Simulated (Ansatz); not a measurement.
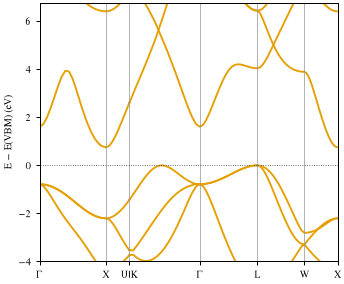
Fig. 1. Band structure from plane-wave PAW r²SCAN (Ansatz code)

The gap is 0.75 eV; an edge lies off the plotted path or next to a special point (maximum off the standard path, minimum at X).

The material is CdS (rock salt, Fm-3m).

This is a known high-pressure phase of the composition, computed here at zero pressure and temperature. The r²SCAN relaxation kept the symmetry of its start; phonons on a q-mesh show no instability. Spin–orbit coupling is left out wherever it is not named.

Potentials: the later of the program's two PAW sets.
